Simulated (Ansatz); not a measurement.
ZrO2: Zr → Tl

Consider ZrO₂ in the fluorite structure (space group Fm-3m, No. 225; a = 5.0641 Å).

One thing is altered: Tl takes the place of Zr on all its sites, then cell and atoms are relaxed.

Calculations: DFT with PBEsol, PAW potentials and a 420 eV plane-wave cutoff in Ansatz (an electronic-structure program), no spin-orbit coupling. Settings: 15×15×15 k-points, 0.05 eV Fermi–Dirac smearing, for the changed cell.

```yaml
density: 10.14 g/cm³ (base 6.30 g/cm³)
lattice_parameter_a: 5.369 Å (base 5.064 Å)
space_group: Fm-3m (No. 225) (base Fm-3m (No. 225))
band_gap: zero (base 3.33 eV)
```

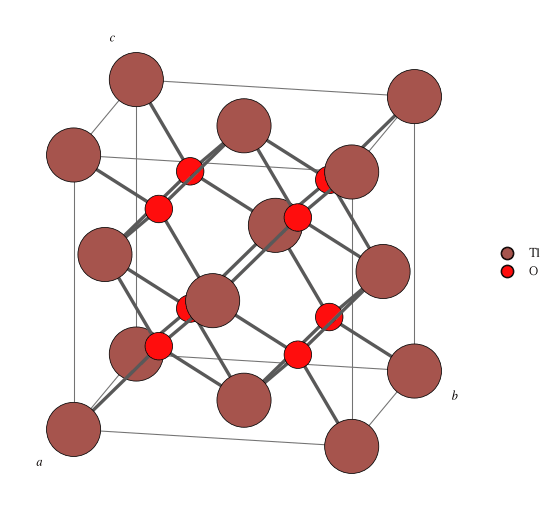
Figure. The relaxed conventional cell after the change

Stability against distortions was not tested. As relaxed here, TlO2 is a hypothetical phase, not in the database extracts checked. All final runs are without spin polarisation. An odd electron count without spin: TlO2. TlO2 has a high density of states at the Fermi level and may be magnetic at this level. This is not the structure that ZrO2 has at room temperature and ambient pressure.
